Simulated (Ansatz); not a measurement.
Base system: InSb in the zinc blende structure (space group F-43m, No. 216; a = 6.556 Å).

Structures relaxed with r2SCAN/PAW in Ansatz (a quantum-chemistry and plane-wave program), no spin-orbit coupling.

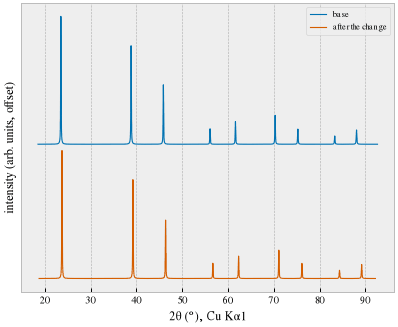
Figure: Simulated powder patterns before (top) and after one change

Problem. Name the change that was made.
A) isotropic strain −2.00 %
B) isotropic strain −2.50 %
C) isotropic strain −0.50 %
D) isotropic strain −1.00 %

Solution. D, isotropic strain −1.00 %. Its volume per atom is 34.18 Å³ against 35.23 Å³, and its space group is F-43m (No. 216).

No phonon test of stability was made. The final runs are not spin-polarised.
